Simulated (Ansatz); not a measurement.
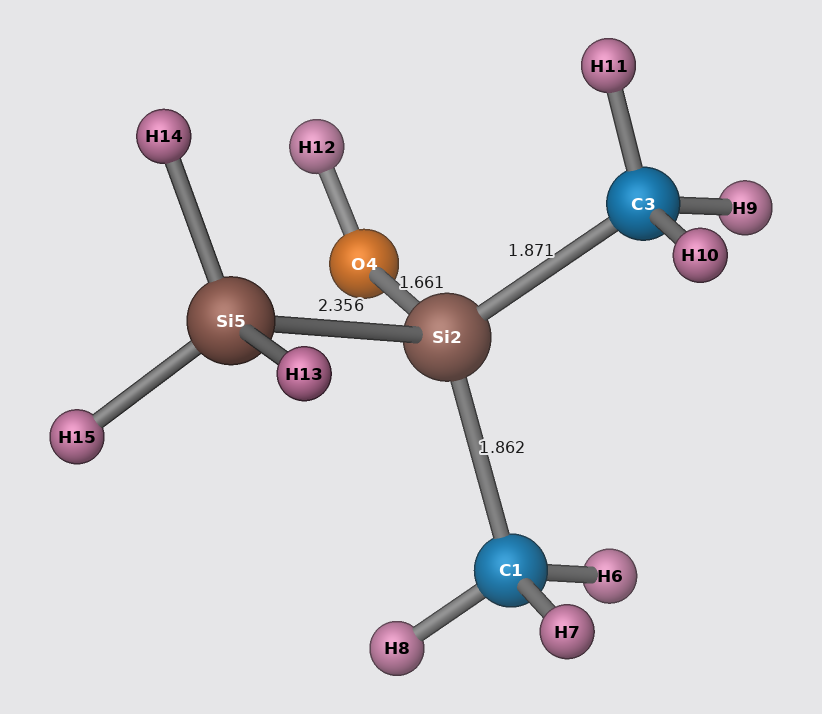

Bond lengths are marked in Å; every bond is drawn as one stick. The computed structure is the end point of a PBE0-D4/def2-TZVP optimisation. No frequency run is at hand to confirm it as a minimum.

Which of the marked bonds are single, double, triple or aromatic?

Answer. C1–Si2 single; Si2–C3 single; Si2–O4 single; Si2–Si5 single.

Give the structure as SMILES.

Answer. C[Si](C)(O)[SiH3]
